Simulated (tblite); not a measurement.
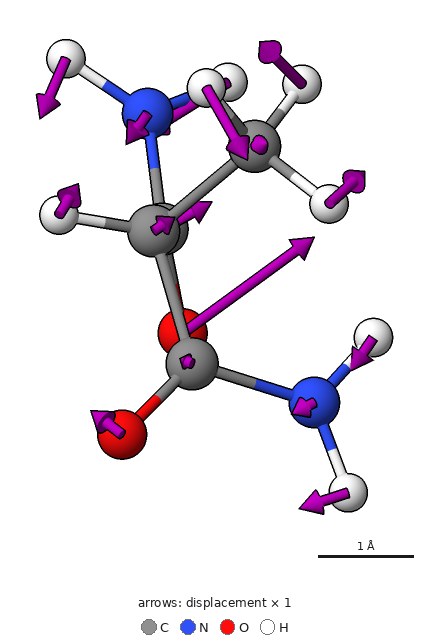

A relaxation of C4H8N2O2. The starting structure is drawn; purple arrows show the displacements, at their true length. The two geometries are superimposed by the best rigid fit.

The picture is a ball-and-stick view, seen from a free direction.

Theory: GFN2-xTB geometry optimisation, gas phase in tblite. 

Atoms of which element are displaced furthest, and by how much?

Answer. Oxygen: up to 1.74 Å, against 1.17 Å for hydrogen.

Describe the change and its energy.

Answer. An O atom moves most after the best rigid fit: 1.74 Å. By element the largest moves are O 1.74 Å, H 1.17 Å, C 0.61 Å, N 0.43 Å. Among the contacts that change: C–N 1.431 → 1.345 Å, C–O 1.283 → 1.216 Å, H–N 1.072 → 1.007 Å, C–N 1.407 → 1.347 Å. Bond angles that change, for instance: C–C–C 103.5° → 109.6°, C–C–H 115.0° → 109.7°, C–C–N 119.6° → 115.3°. Groups turn about C–C by about 65°, C–N by about 60°, C–C by about 60°. Over 147 geometry steps the energy falls by 189.8 kJ/mol. Cost: 0.82 s on 1 thread of Arm Neoverse V1 (shared host).
